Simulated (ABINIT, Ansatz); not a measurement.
## CsTlF3 (Fm-3m): G0W0 with ABINIT, start to end

Wanted: ground state, empty states, screening and self-energy for CsTlF3 (Fm-3m).

Method: LDA and many-body steps on it, plane waves, in ABINIT 10.8.3.

## (1) Starting point

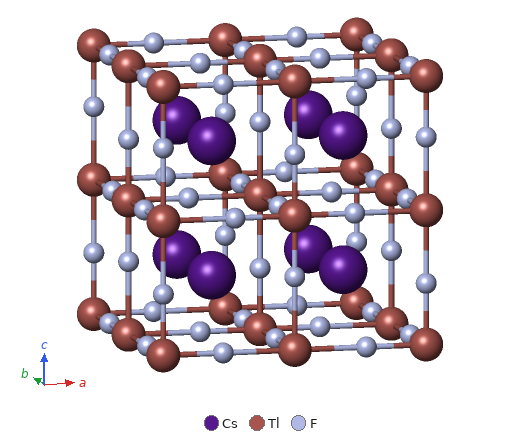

The starting structure, seen slightly off an axis (caesium purple, thallium brown, fluorine light blue). This picture shows the conventional cell, with its axes. Some periodic images of atoms are drawn too.

The cell and positions are those that the Materials Project relaxed with its own functionals (PBE, PBE+U or r2SCAN), kept fixed. Spin-orbit coupling is left out unless a step names it.

## (2) Ground state

This step: ABINIT 10.8.3; DFT, LDA, plane waves, norm-conserving pseudopotentials.

The ground-state density comes first.

File run.abi:

```
acell 3*1.0 Angstrom
rprim 
  -0.000000000000 4.779973250000 4.779973250000
  4.779973250000 -0.000000000000 4.779973250000
  4.779973250000 4.779973250000 0.000000000000
ntypat 3
znucl 55 81 9
natom 10
typat 1 1 2 2 3 3 3 3 3 3
xred 
  0.750000000000 0.750000000000 0.750000000000
  0.250000000000 0.250000000000 0.250000000000
  0.500000000000 0.500000000000 0.500000000000
  0.000000000000 0.000000000000 0.000000000000
  0.772340010000 0.227659990000 0.227659990000
  0.227659990000 0.227659990000 0.772340010000
  0.227659990000 0.772340010000 0.772340010000
  0.227659990000 0.772340010000 0.227659990000
  0.772340010000 0.227659990000 0.772340010000
  0.772340010000 0.772340010000 0.227659990000
pp_dirpath "pseudos"
pseudos "Cs.upf, Tl.upf, F.upf"
ecut 36
ngkpt 4 4 4
nshiftk 1
shiftk 0 0 0
kptopt 1
chksymbreak 0
nband 60
occopt 1
tolvrs 1e-08
nstep 60
prtwf 0
optforces 0
optstress 0
indata_prefix "in"
outdata_prefix "out"
tmpdata_prefix "tmp"
```

Started as:

```console
> OMP_NUM_THREADS=1 mpirun -n 4 abinit run.abi > log
```

Numbers of over 12 decimals in the logs are rounded to 6 here.

The program printed:

```text
.Version 10.8.3 of ABINIT. v10.8.2 released Aug 2026.

 Symmetries : space group Fm -3 m (#225); Bravais cF (face-center cubic)
================================================================================
 Values of the parameters that define the memory need of the present run
     intxc =       0    ionmov =       0      iscf =       7    lmnmax =       8
     lnmax =       8     mgfft =      72  mpssoang =       4    mqgrid =    3001
     natom =      10  nloc_mem =       1    nspden =       1   nspinor =       1
    nsppol =       1      nsym =      48    n1xccc =    2501    ntypat =       3
    occopt =       1   xclevel =       1
-    mband =          60        mffmem =           1         mkmem =           2
       mpw =       15208          nfft =      373248          nkpt =           8
================================================================================
  Rough estimation (10% accuracy) of disk space for files :
================================================================================

--------------------------------------------------------------------------------
------------- Echo of variables that govern the present computation ------------
--------------------------------------------------------------------------------
 -outvars: echo values of preprocessed input variables --------
            acell      1.8897261259E+00  1.8897261259E+00  1.8897261259E+00 Bohr

      chksymbreak           0
             ecut      3.60000000E+01 Hartree
-          fftalg         312

              ixc       -1012
              kpt      0.00000000E+00  0.00000000E+00  0.00000000E+00
                       2.50000000E-01  0.00000000E+00  0.00000000E+00
                       5.00000000E-01  0.00000000E+00  0.00000000E+00
                       2.50000000E-01  2.50000000E-01  0.00000000E+00
                       5.00000000E-01  2.50000000E-01  0.00000000E+00
                      -2.50000000E-01  2.50000000E-01  0.00000000E+00
                       5.00000000E-01  5.00000000E-01  0.00000000E+00
                      -2.50000000E-01  5.00000000E-01  2.50000000E-01
         kptrlatt        4    0    0      0    4    0      0    0    4
          kptrlen      5.10974612E+01
P           mkmem           2
            natom          10
            nband          60
            ngfft          72      72      72
             nkpt           8
            nstep          60
             nsym          48
           ntypat           3
              occ      2.000000  2.000000  2.000000  2.000000  2.000000  2.000000
                       2.000000  2.000000  2.000000  2.000000  2.000000  2.000000
                       2.000000  2.000000  2.000000  2.000000  2.000000  2.000000
                       2.000000  2.000000  2.000000  2.000000  2.000000  2.000000
                       2.000000  2.000000  2.000000  2.000000  2.000000  2.000000
                       2.000000  2.000000  2.000000  2.000000  2.000000  2.000000
                       2.000000  2.000000  2.000000  2.000000  2.000000  2.000000
                       2.000000  2.000000  2.000000  2.000000  2.000000  2.000000
                       2.000000  2.000000  2.000000  0.000000  0.000000  0.000000
                       0.000000  0.000000  0.000000  0.000000  0.000000  0.000000
        optforces           0
        optstress           0
            prtwf           0
            rprim     -0.0000000000E+00  4.7799732500E+00  4.7799732500E+00
                       4.7799732500E+00 -0.0000000000E+00  4.7799732500E+00
                       4.7799732500E+00  4.7799732500E+00  0.0000000000E+00
          spgroup         225

           tolvrs      1.00000000E-08

             xred      7.5000000000E-01  7.5000000000E-01  7.5000000000E-01
                       2.5000000000E-01  2.5000000000E-01  2.5000000000E-01
[...]
znucl       55.00000   81.00000    9.00000

================================================================================

 chkinp: Checking input parameters for consistency.

================================================================================
== DATASET  1 ==================================================================
-   mpi_nproc: 4, omp_nthreads: 1 (-1 if OMP is not activated)

--- !DatasetInfo
iteration_state: {dtset: 1, }
dimensions: {natom: 10, nkpt: 8, mband: 60, nsppol: 1, nspinor: 1, nspden: 1, mpw: 15208, }
cutoff_energies: {ecut:  36.0, pawecutdg:  -1.0, }
electrons: {nelect:   1.02000000E+02, charge:   0.00000000E+00, occopt:   1.00000000E+00, tsmear:   1.00000000E-02, }

 Real(R)+Recip(G) space primitive vectors, cartesian coordinates (Bohr,Bohr^-1):
 R(1)=  0.0000000  9.0328403  9.0328403  G(1)= -0.0553536  0.0553536  0.0553536
 R(2)=  9.0328403  0.0000000  9.0328403  G(2)=  0.0553536 -0.0553536  0.0553536
 R(3)=  9.0328403  9.0328403  0.0000000  G(3)=  0.0553536  0.0553536 -0.0553536
 Unit cell volume ucvol=  1.4740187E+03 bohr^3
 Angles (23,13,12)=  6.00000000E+01  6.00000000E+01  6.00000000E+01 degrees

 getcut: wavevector=  0.0000  0.0000  0.0000  ngfft=  72  72  72
         ecut(hartree)=     36.000   => boxcut(ratio)=   2.08678

--- Pseudopotential description ------------------------------------------------
- Cs Generated using ONCVPSP code by D. R. Hamann
- 55.00000   9.00000  201201                  znucl, zion, pspdat
[...]
nproj     2     2     1     0
  pspatm : epsatm=    4.94580260
         --- l  ekb(1:nproj) -->
[...]
2   -2.364936
 pspatm: atomic psp has been read  and splines computed

   1.27499028E+04                                ecore*ucvol(ha*bohr**3)
--------------------------------------------------------------------------------

_setup2: Arith. and geom. avg. npw (full set) are   15204.266   15204.246

================================================================================

--- !BeginCycle
iteration_state: {dtset: 1, }
solver: {iscf: 7, nstep: 60, nline: 4, wfoptalg: 0, }
tolerances: {tolvrs: 1.00E-08, }

     iter   Etot(hartree)      deltaE(h)  residm     vres2
 ETOT  1  -576.51219313314    -5.765E+02 1.912E-01 1.315E+03
 ETOT  2  -577.60856150255    -1.096E+00 8.208E-03 7.423E+02
 ETOT  3  -577.77576845436    -1.672E-01 3.919E-03 1.765E+02
 ETOT  4  -577.79588738385    -2.012E-02 9.151E-04 4.524E+01
 ETOT  5  -577.79943192347    -3.545E-03 1.405E-03 3.234E+00
 ETOT  6  -577.79971530269    -2.834E-04 3.374E-04 2.999E-01
 ETOT  7  -577.79973039633    -1.509E-05 5.376E-04 2.730E-02
 ETOT  8  -577.79973256651    -2.170E-06 1.454E-04 1.385E-03
 ETOT  9  -577.79973264031    -7.380E-08 1.223E-04 8.529E-05
 ETOT 10  -577.79973264580    -5.484E-09 6.578E-05 5.768E-06
 ETOT 11  -577.79973264632    -5.190E-10 5.134E-05 1.504E-07
 ETOT 12  -577.79973264628     3.126E-11 2.815E-05 8.632E-09

 At SCF step   12       vres2   =  8.63E-09 < tolvrs=  1.00E-08 =>converged.

--- !ResultsGS
iteration_state: {dtset: 1, }
comment   : Summary of ground state results
lattice_vectors:
- [ -0.0000000,   9.0328403,   9.0328403, ]
- [  9.0328403,  -0.0000000,   9.0328403, ]
- [  9.0328403,   9.0328403,   0.0000000, ]
lattice_lengths: [  12.77437,   12.77437,   12.77437, ]
lattice_angles: [ 60.000,  60.000,  60.000, ] # degrees, (23, 13, 12)
lattice_volume:   1.4740187E+03
convergence: {deltae:  3.126E-11, res2:  8.632E-09, residm:  2.815E-05, diffor:  0.000E+00, }
etotal    :  -5.77799733E+02
entropy   :   0.00000000E+00
fermie    :   8.30144395E-02
cartesian_stress_tensor: null
pressure_GPa: null
xred      :
- [  7.5000E-01,   7.5000E-01,   7.5000E-01, Cs]
- [  2.5000E-01,   2.5000E-01,   2.5000E-01, Cs]
- [  5.0000E-01,   5.0000E-01,   5.0000E-01, Tl]
- [  0.0000E+00,   0.0000E+00,   0.0000E+00, Tl]
- [  7.7234E-01,   2.2766E-01,   2.2766E-01,  F]
- [  2.2766E-01,   2.2766E-01,   7.7234E-01,  F]
- [  2.2766E-01,   7.7234E-01,   7.7234E-01,  F]
- [  2.2766E-01,   7.7234E-01,   2.2766E-01,  F]
- [  7.7234E-01,   2.2766E-01,   7.7234E-01,  F]
- [  7.7234E-01,   7.7234E-01,   2.2766E-01,  F]
cartesian_forces: null
force_length_stats: {min: null, max: null, mean: null, }

 Integrated electronic density in atomic spheres:
 ------------------------------------------------
 Atom  Sphere_radius  Integrated_density
[...]
================================================================================

 ----iterations are completed or convergence reached----

 Mean square residual over all n,k,spin=   24.796E-08; max=  28.153E-06
 reduced coordinates (array xred) for   10 atoms
[...]
0.227659990000      0.227659990000      0.772340010000
       0.227659990000      0.772340010000      0.772340010000
       0.227659990000      0.772340010000      0.227659990000
       0.772340010000      0.227659990000      0.772340010000
       0.772340010000      0.772340010000      0.227659990000
 rms dE/dt=  0.0000E+00; max dE/dt=  0.0000E+00; dE/dt below (all hartree)
    1       0.000000000000      0.000000000000      0.000000000000
    2       0.000000000000      0.000000000000      0.000000000000
    3       0.000000000000      0.000000000000      0.000000000000
    4       0.000000000000      0.000000000000      0.000000000000
    5       0.000000000000      0.000000000000      0.000000000000
    6       0.000000000000      0.000000000000      0.000000000000
    7       0.000000000000      0.000000000000      0.000000000000
    8       0.000000000000      0.000000000000      0.000000000000
    9       0.000000000000      0.000000000000      0.000000000000
   10       0.000000000000      0.000000000000      0.000000000000

 cartesian coordinates (angstrom) at end:
[...]
7      7.383529     4.779973     4.779973
    8      4.779973     2.176417     4.779973
    9      4.779973     7.383529     4.779973
   10      4.779973     4.779973     7.383529
 length scales=  1.889726125908  1.889726125908  1.889726125908 bohr
              =  1.000000000000  1.000000000000  1.000000000000 angstroms
 prteigrs : about to open file out_EIG
 Fermi (or HOMO) energy (hartree) =   0.08301   Average Vxc (hartree)=  -0.34876
 Eigenvalues (hartree) for nkpt=   8  k points:
 kpt#   1, nband= 60, wtk=  0.01563, kpt=  0.0000  0.0000  0.0000 (reduced coord)
  -4.50652   -4.48768   -2.48585   -2.48585   -2.48585   -2.46549   -2.46549   -2.46549
  -0.69952   -0.68918   -0.68918   -0.68776   -0.68776   -0.68776   -0.64065   -0.64016
  -0.27628   -0.27628   -0.26854   -0.26854   -0.26854   -0.24074   -0.24074   -0.24074
  -0.23592   -0.23592   -0.16807   -0.16205   -0.16205   -0.16205   -0.15642   -0.15642
  -0.15642   -0.06825   -0.06825   -0.06825   -0.01354   -0.01354   -0.01354   -0.01156
  -0.01156   -0.01156   -0.00954   -0.00954   -0.00954   -0.00270   -0.00078   -0.00078
  -0.00078    0.01476    0.01476    0.20403    0.25371    0.25371    0.25371    0.29916
   0.29916    0.30804    0.38715    0.38715
 prteigrs : prtvol=0 or 1, do not print more k-points.

--- !EnergyTerms
iteration_state     : {dtset: 1, }
comment             : Components of total free energy in Hartree
kinetic             :  2.13422361613853E+02
hartree             :  2.02310384486626E+02
xc                  : -1.15669474589267E+02
Ewald energy        : -2.91577442987181E+02
psp_core            :  8.64975644946792E+00
local_psp           : -6.12927611496983E+02
non_local_psp       :  1.79922938771996E+01
total_energy        : -5.77799732646284E+02
total_energy_eV     : -1.57227316978626E+04
band_energy         : -6.64859216048848E+01

== END DATASET(S) ==============================================================
================================================================================

 -outvars: echo values of variables after computation  --------
           etotal     -5.7779973265E+02
            nband          60
             nkpt           8
          spgroup         225
 [... the other variables as echoed above ...]

 Calculation completed.
```

It took 2.5 min on 4 MPI ranks of Intel Xeon Platinum 8488C (Sapphire Rapids), shared host; peak memory 0.75 GiB; 10 min of CPU time.

Numbers from this step:

- total energy: -15722.7317 eV
- gap: 2.044 eV
- k of the valence top: 0.5, 0.5, 0
- k of the conduction bottom: 0.5, 0, 0
- least direct gap: 2.579 eV

The gap is indirect, with the least direct gap 0.53 eV higher.

(Part 1 of 3 ends here.)

[Paths, hosts, dates, memory and timing lines, banners, echoed tables and standing remarks are left out of the program output.]

[Logs are printed without paths, hosts, clocks, repeated set-up lines and the standing remarks that a program may print on its own settings, such as how far it seeks lower states.]

[Runs of the session that timed out or met a known fault of the program may be left out.]

[Hosts, paths, dates, database ids (printed as entryN), source tags and the programs' standing remarks are cut or masked in the printed files.]

[G0W0 gaps are taken among the corrected bands and points alone; a level outside them can change the order at an edge.]

[Where Ansatz stands beside ABINIT at settings called matched, ABINIT's density can come from a denser mesh and the files from another edition; pairs whose starting gaps differed by over 0.03 eV were left out, so agreement reads better than it is.]
